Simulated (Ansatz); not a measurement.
Dissociation curve of CLi (anion, charge -1), lowest singlet found (which spin is the ground state isn't settled by this scan).

Levels: RCCSD(T) = Ansatz (a program for electronic structure) with CCSD(T) on RHF/aug-cc-pVDZ, frozen core; RKS-PBE = restricted PBE/aug-cc-pVDZ in Ansatz; RKS-BLYP = restricted BLYP/aug-cc-pVDZ (Ansatz); RKS-B3LYP = restricted B3LYP/aug-cc-pVDZ (Ansatz); FCI = full CI/aug-cc-pVDZ, frozen core in Ansatz.

Cost and accuracy over the 13 points of the scan, with FCI as yardstick. Costs are rough ratios of core time within Ansatz on shared cores, each with its mean field (Kohn-Sham runs search longer for lower solutions than correlated ones do); the miss is the largest error against full CI of the curve after the mean shift, in eV.

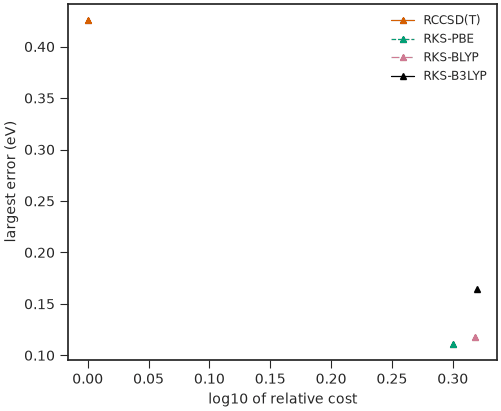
Figure. Miss against cost, one point a level.

```json
[
 {"level": "RCCSD(T)", "relative cost": "1", "largest error": "0.426"},
 {"level": "RKS-PBE", "relative cost": "2", "largest error": "0.111"},
 {"level": "RKS-BLYP", "relative cost": "2", "largest error": "0.118"},
 {"level": "RKS-B3LYP", "relative cost": "2", "largest error": "0.165"}
]
```

Costs within a factor of two of each other count as equal.

The scan ran from 1.46 to 6.92 Å; beyond the distances shown full CI changes its symmetry label. The T1 diagnostic of CCSD on the restricted reference of RCCSD(T) exceeds 0.045 at 1.61 to 2.76 Å. Where the anion isn't bound against loss of the electron, the finite basis alone holds it. At the minimum RCCSD(T) lies far from FCI: another state is possible. The restricted form behind RKS-PBE, RKS-BLYP, RKS-B3LYP keeps the bonding electrons paired and can't separate into open-shell fragments. Also computed but left out beside FCI, since their determinant holds another spin at the minimum (<S²> over 0.7 above the pure value): UHF, UMP2, UCCSD, UCCSD(T), UCCSDT, UCCSDT(Q), UKS-BLYP, UKS-B3LYP, UKS-PBE, UKS-B3LYP/6-31G*, UKS-B3LYP/3-21G, UHF/LANL2DZ, UKS-B3LYP/6-311+G**.
